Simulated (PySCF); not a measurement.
**PHF$_{4}$: geometry relaxation (part 2 of 2)**

The same run, continued: PHF$_{4}$, SMILES F[PH](F)(F)F; HF/6-31G*, RHF (PySCF 2.14.0). The atoms were displaced at random from an optimised geometry.

Geometry of the input (Å):
```
F  -1.1599  -0.8669  0.6516
P  -0.0050  -0.0480  0.0375
F  1.4382  -0.8309  -0.3121
F  -0.5539  -0.4349  -1.3938
F  -0.2996  1.4990  -0.4440
H  0.4226  0.4529  1.2374
```

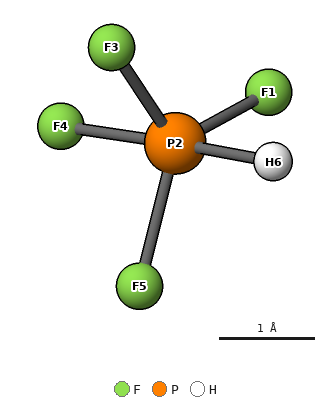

Fig. 1: The geometry at step 7 of the log (ball-and-stick view, seen at an oblique angle; atoms are numbered from 1 in the order of the input).

### Output, continued
```
----------------------------------------------
cycle 10: E = -739.135276141  dE = -7.65059e-05  norm(grad) = 0.00285867
Step    9 : Displace = 8.039e-03/1.399e-02 (rms/max) Trust = 2.500e-02 (+) Grad = 1.167e-03/1.754e-03 (rms/max) E (change) = -739.1352761406 (-7.651e-05) Quality = 0.828
Hessian Eigenvalues: 5.00000e-02 5.00000e-02 5.00000e-02 ... 6.37527e-01 1.03320e+00 1.13495e+00

Geometry optimization cycle 11
Cartesian coordinates (Angstrom)
 Atom        New coordinates             dX        dY        dZ
   F  -1.159042  -0.833773   0.669666   -0.001092  0.001787  0.001320
   P  -0.010375  -0.024299   0.003248   -0.000808  0.000978 -0.000425
   F   1.349852  -0.720022  -0.295984   -0.001503  0.003497 -0.002510
   F  -0.529205  -0.491560  -1.410201    0.001367 -0.004420  0.000442
   F  -0.257508   1.452759  -0.422798    0.003176  0.001055  0.000257
   H   0.448710   0.388113   1.232617   -0.001139 -0.002898  0.000915
converged SCF energy = -739.135293469588
--------------- RHF_Scanner gradients ---------------
         x                y                z
0 F     0.0003012169     0.0002748445    -0.0000726295
1 P    -0.0001361888    -0.0003646128    -0.0000690200
2 F     0.0000791841    -0.0002923693     0.0001898176
3 F    -0.0000258291    -0.0001533472    -0.0002974707
4 F    -0.0002509205     0.0003624823     0.0003540671
5 H     0.0000325374     0.0001730025    -0.0001047645
----------------------------------------------
cycle 11: E = -739.13529347  dE = -1.7329e-05  norm(grad) = 0.000964331
Step   10 : Displace = 3.448e-03/4.925e-03 (rms/max) Trust = 3.536e-02 (+) Grad = 3.937e-04/5.654e-04 (rms/max) E (change) = -739.1352934696 (-1.733e-05) Quality = 1.136
Hessian Eigenvalues: 5.00000e-02 5.00000e-02 5.00000e-02 ... 6.26790e-01 1.07448e+00 1.31057e+00

Geometry optimization cycle 12
Cartesian coordinates (Angstrom)
 Atom        New coordinates             dX        dY        dZ
   F  -1.160804  -0.832821   0.669816   -0.001762  0.000953  0.000150
   P  -0.010588  -0.024387   0.003598   -0.000213 -0.000088  0.000351
   F   1.350670  -0.716276  -0.297793    0.000818  0.003745 -0.001809
   F  -0.530010  -0.493384  -1.408913   -0.000806 -0.001824  0.001288
   F  -0.254729   1.452124  -0.424072    0.002779 -0.000635 -0.001275
   H   0.447893   0.385962   1.233912   -0.000817 -0.002151  0.001294
converged SCF energy = -739.135298404947
--------------- RHF_Scanner gradients ---------------
         x                y                z
0 F     0.0000888567     0.0001474569    -0.0000763167
1 P     0.0000653374    -0.0001234576    -0.0000892601
2 F    -0.0002124431    -0.0000492836     0.0000828399
3 F     0.0001046831    -0.0001554304    -0.0000927724
4 F    -0.0001427154     0.0001023732     0.0002484591
5 H     0.0000962813     0.0000783414    -0.0000729498
----------------------------------------------
cycle 12: E = -739.135298405  dE = -4.93536e-06  norm(grad) = 0.00052383
Step   11 : Displace = 2.720e-03/4.447e-03 (rms/max) Trust = 5.000e-02 (+) Grad = 2.139e-04/3.043e-04 (rms/max) E (change) = -739.1352984049 (-4.935e-06) Quality = 1.446
Hessian Eigenvalues: 4.97155e-02 5.00000e-02 5.00000e-02 ... 6.27735e-01 1.07407e+00 1.24481e+00

Geometry optimization cycle 13
Cartesian coordinates (Angstrom)
 Atom        New coordinates             dX        dY        dZ
   F  -1.161626  -0.832785   0.670245   -0.000822  0.000036  0.000429
   P  -0.010840  -0.024316   0.003839   -0.000252  0.000071  0.000240
   F   1.351790  -0.712901  -0.299263    0.001120  0.003375 -0.001471
   F  -0.531760  -0.494470  -1.407628   -0.001749 -0.001085  0.001285
   F  -0.251313   1.451805  -0.426045    0.003417 -0.000319 -0.001973
   H   0.446179   0.383885   1.235402   -0.001714 -0.002077  0.001490
converged SCF energy = -739.135300806093
--------------- RHF_Scanner gradients ---------------
         x                y                z
0 F    -0.0000293887     0.0000412979    -0.0000303193
1 P     0.0000333239     0.0002128260    -0.0000500174
2 F    -0.0000486603    -0.0000169057     0.0000113785
3 F     0.0000600442    -0.0000765003     0.0000387616
4 F    -0.0000842344    -0.0000531114     0.0000184834
5 H     0.0000689153    -0.0001076064     0.0000117133
----------------------------------------------
cycle 13: E = -739.135300806  dE = -2.40115e-06  norm(grad) = 0.000304733
Step   12 : Displace = 2.791e-03/4.028e-03 (rms/max) Trust = 7.071e-02 (+) Grad = 1.244e-04/2.211e-04 (rms/max) E (change) = -739.1353008061 (-2.401e-06) Quality = 1.127
Hessian Eigenvalues: 4.93012e-02 5.00000e-02 5.00000e-02 ... 6.36052e-01 1.07369e+00 1.22429e+00

Geometry optimization cycle 14
Cartesian coordinates (Angstrom)
 Atom        New coordinates             dX        dY        dZ
   F  -1.161473  -0.833398   0.670408    0.000153 -0.000613  0.000163
   P  -0.010923  -0.024481   0.003909   -0.000083 -0.000164  0.000070
   F   1.351918  -0.712441  -0.299500    0.000128  0.000460 -0.000237
   F  -0.532392  -0.494292  -1.407453   -0.000632  0.000178  0.000175
   F  -0.250159   1.451715  -0.426394    0.001153 -0.000090 -0.000348
   H   0.445460   0.384114   1.235578   -0.000719  0.000229  0.000176
converged SCF energy = -739.13530122307
--------------- RHF_Scanner gradients ---------------
         x                y                z
0 F    -0.0000670610     0.0000224373    -0.0000000738
1 P     0.0000167751     0.0001262782    -0.0000332343
2 F     0.0000155523     0.0000039936    -0.0000139686
3 F     0.0000339094    -0.0000098383     0.0000295852
4 F    -0.0000359937    -0.0001005201     0.0000147519
5 H     0.0000368179    -0.0000423507     0.0000029396
----------------------------------------------
cycle 14: E = -739.135301223  dE = -4.16977e-07  norm(grad) = 0.000199205
```

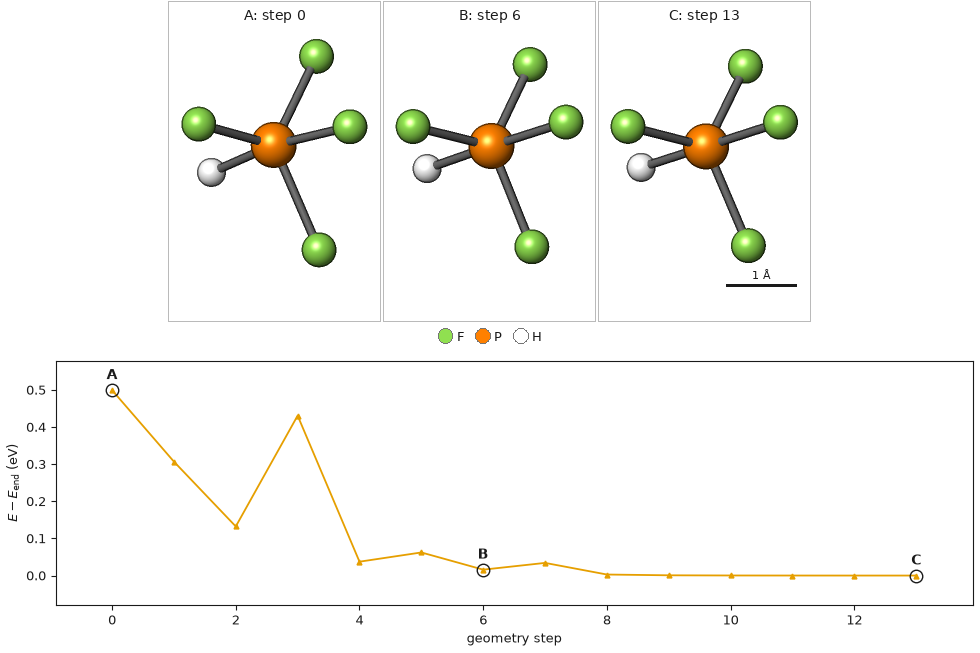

Fig. 2: Frames of the relaxation (ball-and-stick view, seen at an oblique angle) above the curves, on which the letters mark them (steps are counted from 0).

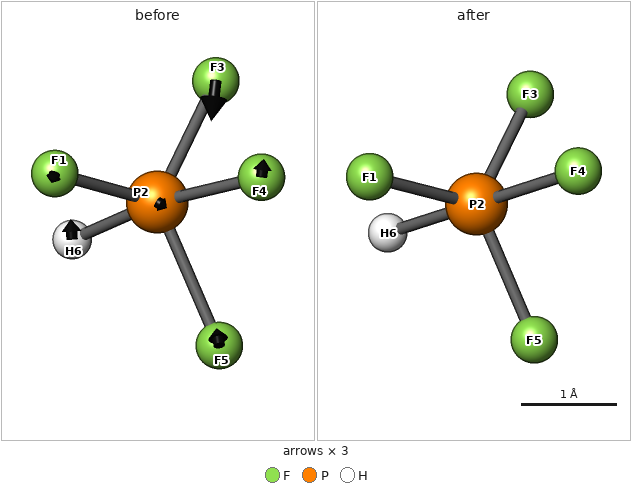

Fig. 3: Before (left) and after (right) the relaxation, at one scale (ball-and-stick view, seen at an oblique angle). The black arrows give the displacements, magnified 3 times. Over 13 geometry steps the energy falls by 0.499 eV. Largest force component: 3.4 eV/Å at the start, 0.0065 eV/Å at the end. The atom that moves furthest after the best rigid fit is F3 (0.15 Å). Largest moves by element: F 0.15 Å, H 0.07 Å, P 0.04 Å. Among the contacts that change: P2–F3 1.679 → 1.556 Å, P2–F5 1.647 → 1.556 Å, F1–P2 1.543 → 1.556 Å, P2–H6 1.369 → 1.376 Å. Among the angles that change: F4–P2–H6 172.6° → 179.9°, F4–P2–F5 84.4° → 89.1°, F1–P2–H6 94.5° → 90.9°. (Atoms are counted from 1 in the order of the input.)

```
Step   13 : Displace = 7.382e-04/1.183e-03 (rms/max) Trust = 1.000e-01 (+) Grad = 8.133e-05/1.317e-04 (rms/max) E (change) = -739.1353012231 (-4.170e-07) Quality = 1.430
Hessian Eigenvalues: 4.93012e-02 5.00000e-02 5.00000e-02 ... 6.36052e-01 1.07369e+00 1.22429e+00
Converged! =D

converged: True
F          -1.16147289       -0.83339825        0.67040814
P          -0.01092296       -0.02448061        0.00390910
F           1.35191830       -0.71244060       -0.29949992
F          -0.53239206       -0.49429158       -1.40745309
F          -0.25015900        1.45171513       -0.42639353
H           0.44545961        0.38411392        1.23557830
converged SCF energy = -739.135301223063
total energy: -739.13530122 hartree
```

### Trajectory as extended XYZ (Å, eV, eV/Å), 14 frames, from step=0 to step=13
```
6
Properties=species:S:1:pos:R:3:forces:R:3 step=0 energy=-20112.39688
F    -1.1599   -0.8669    0.6516    0.1483  -0.1797   0.6756
P    -0.0050   -0.0480    0.0375    1.3783   1.3598  -3.2963
F     1.4382   -0.8309   -0.3121   -3.4469   1.8965   1.1263
F    -0.5539   -0.4349   -1.3938    0.7418  -0.4896   0.1962
F    -0.2996    1.4990   -0.4440    0.7494  -2.1564   1.2521
H     0.4226    0.4529    1.2374    0.4290  -0.4306   0.0461
6
Properties=species:S:1:pos:R:3:forces:R:3 step=1 energy=-20112.58936
F    -1.1286   -0.8536    0.7146   -0.5207  -0.1810  -0.7042
P    -0.0372   -0.0297   -0.0076    2.2059   0.5540  -0.2141
F     1.3265   -0.7957   -0.3349   -0.6278   0.9007   1.1677
F    -0.4535   -0.5220   -1.4460   -1.2383   0.9980   0.4981
F    -0.2678    1.5183   -0.3453   -0.4132  -1.7245  -0.9546
H     0.4030    0.4539    1.1958    0.5940  -0.5472   0.2071
6
Properties=species:S:1:pos:R:3:forces:R:3 step=2 energy=-20112.76389
F    -1.1163   -0.8762    0.6724   -0.2677  -0.1373  -0.2200
P    -0.0160   -0.0329   -0.0206   -0.5749   1.0497   1.5498
F     1.3254   -0.7360   -0.2054    0.9567  -1.0409  -1.4391
F    -0.5607   -0.4338   -1.4361    0.4267  -0.5656   0.0199
F    -0.2658    1.4468   -0.4190   -0.1012   0.4905  -0.2687
H     0.4758    0.4033    1.1851   -0.4396   0.2037   0.3581
6
Properties=species:S:1:pos:R:3:forces:R:3 step=3 energy=-20112.46548
F    -1.1518   -0.8781    0.5796    0.1381   0.4030   2.2407
P     0.0129    0.0067    0.0600   -1.3837  -1.1729  -2.3321
F     1.2911   -0.7574   -0.3327    1.6126   0.1654   1.2939
F    -0.5068   -0.4656   -1.3398   -0.6087  -0.2926  -2.2687
F    -0.2886    1.4302   -0.4759    0.4890   1.0268   1.2942
H     0.4856    0.4353    1.2853   -0.2474  -0.1297  -0.2279
6
Properties=species:S:1:pos:R:3:forces:R:3 step=4 energy=-20112.85882
F    -1.1464   -0.8660    0.6398    0.0596   0.1445   0.6183
P    -0.0055   -0.0191    0.0170   -0.3794   0.0498  -0.4002
F     1.3244   -0.7489   -0.2861    0.5036  -0.0558   0.1557
F    -0.5236   -0.4637   -1.3943   -0.1323  -0.2627  -0.7176
F    -0.2752    1.4477   -0.4339    0.1404   0.2602   0.3524
H     0.4688    0.4213    1.2339   -0.1918  -0.1360  -0.0085
6
Properties=species:S:1:pos:R:3:forces:R:3 step=5 energy=-20112.83394
F    -1.1590   -0.8178    0.7054   -0.1701  -0.2862  -0.5867
P    -0.0164   -0.0390   -0.0011    1.0623   0.6962  -0.2321
F     1.3715   -0.7460   -0.3135   -1.0881   0.5213   0.3989
F    -0.5086   -0.4842   -1.4343   -0.1779  -0.0662   0.5959
F    -0.2706    1.4617   -0.4089    0.0304  -0.6831  -0.0456
H     0.4254    0.3965    1.2290    0.3434  -0.1820  -0.1304
6
Properties=species:S:1:pos:R:3:forces:R:3 step=6 energy=-20112.88028
F    -1.1600   -0.8308    0.6701   -0.0551  -0.1074  -0.0224
P    -0.0107   -0.0310   -0.0016    0.4256   0.3354   0.0467
F     1.3632   -0.7358   -0.2964   -0.6090   0.2858   0.0583
F    -0.5312   -0.4966   -1.4150    0.1296   0.1488   0.1432
F    -0.2616    1.4631   -0.4042    0.0017  -0.4597  -0.2286
H     0.4427    0.4024    1.2237    0.1072  -0.2029   0.0029
6
Properties=species:S:1:pos:R:3:forces:R:3 step=7 energy=-20112.86209
F    -1.1472   -0.8450    0.6769    0.0077  -0.0031  -0.0839
P    -0.0075   -0.0244    0.0104   -0.4825   0.2208  -0.0530
F     1.3284   -0.7303   -0.2872    0.6887  -0.3288  -0.0421
F    -0.5162   -0.4521   -1.4123   -0.2790  -0.6648  -0.2846
F    -0.2729    1.4333   -0.4476    0.1322   0.6454   0.4730
H     0.4578    0.3898    1.2364   -0.0671   0.1305  -0.0094
6
Properties=species:S:1:pos:R:3:forces:R:3 step=8 energy=-20112.89341
F    -1.1533   -0.8407    0.6687   -0.0089   0.0166   0.0230
P    -0.0096   -0.0232    0.0051   -0.1749   0.0643  -0.0082
F     1.3384   -0.7285   -0.2917    0.2955  -0.0952  -0.0114
F    -0.5229   -0.4818   -1.4114   -0.1016  -0.0830  -0.0773
F    -0.2642    1.4504   -0.4248    0.0258   0.1003   0.0515
H     0.4540    0.3949    1.2307   -0.0359  -0.0030   0.0223
6
Properties=species:S:1:pos:R:3:forces:R:3 step=9 energy=-20112.89549
F    -1.1580   -0.8356    0.6683   -0.0076  -0.0244   0.0284
P    -0.0096   -0.0253    0.0037    0.0110   0.0662  -0.0351
F     1.3514   -0.7235   -0.2935   -0.0795   0.0372  -0.0206
F    -0.5306   -0.4871   -1.4106    0.0447  -0.0445   0.0088
F    -0.2607    1.4517   -0.4231    0.0358  -0.0086   0.0119
H     0.4498    0.3910    1.2317   -0.0044  -0.0259   0.0065
6
Properties=species:S:1:pos:R:3:forces:R:3 step=10 energy=-20112.89596
F    -1.1590   -0.8338    0.6697   -0.0155  -0.0141   0.0037
P    -0.0104   -0.0243    0.0032    0.0070   0.0187   0.0035
F     1.3499   -0.7200   -0.2960   -0.0041   0.0150  -0.0098
F    -0.5292   -0.4916   -1.4102    0.0013   0.0079   0.0153
F    -0.2575    1.4528   -0.4228    0.0129  -0.0186  -0.0182
H     0.4487    0.3881    1.2326   -0.0017  -0.0089   0.0054
6
Properties=species:S:1:pos:R:3:forces:R:3 step=11 energy=-20112.89609
F    -1.1608   -0.8328    0.6698   -0.0046  -0.0076   0.0039
P    -0.0106   -0.0244    0.0036   -0.0034   0.0063   0.0046
F     1.3507   -0.7163   -0.2978    0.0109   0.0025  -0.0043
F    -0.5300   -0.4934   -1.4089   -0.0054   0.0080   0.0048
F    -0.2547    1.4521   -0.4241    0.0073  -0.0053  -0.0128
H     0.4479    0.3860    1.2339   -0.0050  -0.0040   0.0038
6
Properties=species:S:1:pos:R:3:forces:R:3 step=12 energy=-20112.89616
F    -1.1616   -0.8328    0.6702    0.0015  -0.0021   0.0016
P    -0.0108   -0.0243    0.0038   -0.0017  -0.0109   0.0026
F     1.3518   -0.7129   -0.2993    0.0025   0.0009  -0.0006
F    -0.5318   -0.4945   -1.4076   -0.0031   0.0039  -0.0020
F    -0.2513    1.4518   -0.4260    0.0043   0.0027  -0.0009
H     0.4462    0.3839    1.2354   -0.0035   0.0055  -0.0006
6
Properties=species:S:1:pos:R:3:forces:R:3 step=13 energy=-20112.89617
F    -1.1615   -0.8334    0.6704    0.0034  -0.0012   0.0000
P    -0.0109   -0.0245    0.0039   -0.0009  -0.0065   0.0017
F     1.3519   -0.7124   -0.2995   -0.0008  -0.0002   0.0007
F    -0.5324   -0.4943   -1.4075   -0.0017   0.0005  -0.0015
F    -0.2502    1.4517   -0.4264    0.0019   0.0052  -0.0008
H     0.4455    0.3841    1.2356   -0.0019   0.0022  -0.0002
```

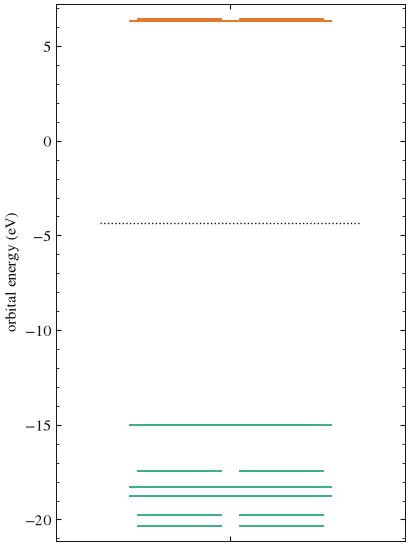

Fig. 4: Orbital energies near the frontier; the dotted line parts filled from empty levels, and levels within 0.02 eV of each other stand side by side. Highest filled −15.03 eV, lowest empty 6.35 eV, 21.38 eV apart.

### Results in brief

| quantity | value |
| --- | --- |
| outcome | converged |
| total energy | −739.135301 hartree |
| basis functions | 76 |
| HOMO | −15.03 eV |
| LUMO | 6.35 eV |
| dipole moment | 1.64 D |
| wall time | 2.7 min |
| peak memory | 0.17 GiB |
